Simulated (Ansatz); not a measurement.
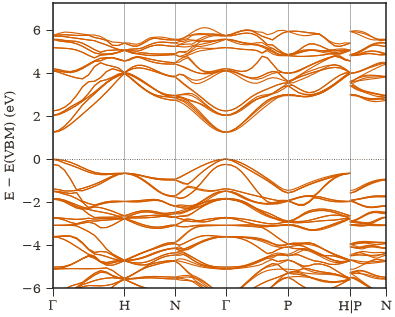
Fig. 1. Band structure from r²SCAN with spin–orbit coupling (plane waves, PAW; program Ansatz)

Task: Read off the gap and where the band edges lie.

Result: About 1.2 eV (1.25 eV by a search for the band edges); maximum at Γ, minimum at Γ.

The material is Hf$_{3}$N$_{4}$ in space group I-43d (No. 220; Hf on 12a, N on 16c).

The cell was relaxed with r²SCAN under the symmetry of its start. The run is not spin-polarised.

Potentials: the later of the program's two PAW sets.
